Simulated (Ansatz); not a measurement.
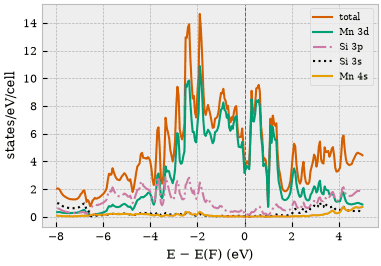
Fig. 1. Total and projected density of states of MnSi in space group P2_13 (No. 198; Mn on 4a, Si on 4a), the program Ansatz at the PBE level (PAW)

Problem. Which orbitals carry the states next to the Fermi level?

Solution. Within 0.5 eV of the Fermi level: Mn 3d 90 %, Si 3p 6 %. Projections are on Löwdin-orthogonalised atomic valence shells; empty p or d shells of many metals are not among them.

Problem. Where is the tallest occupied peak in this window, and what makes it?

Solution. Near -1.9 eV, about 15 states/eV per cell; the largest projected share is Mn 3d.

The cell was relaxed with PBE under the symmetry of its start. Spin order of the final state: ferromagnetic, chosen from 4 collinear starts compared on coarse meshes (ties went to the first, and starts can fall back to one state), not a proven ground state. Textbook magnetic order: helical.

Potentials: the earlier of the program's two PAW sets.
